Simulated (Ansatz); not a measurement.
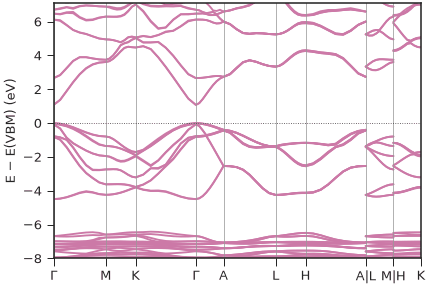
Figure. Band structure from the program Ansatz at the PBEsol with spin–orbit coupling level (PAW)

Question: Read off the gap and where the band edges lie.

Answer: About 1.1 eV (1.08 eV by a search for the band edges); maximum at Γ, minimum at Γ.

The material is CdS (wurtzite, P6_3mc).

The PBEsol relaxation kept the symmetry of its start.

Potentials: the earlier of the program's two PAW sets. The files were generated under PBE; for other functionals the program regenerates the frozen cores, and for LDA and PBEsol the local potential too.
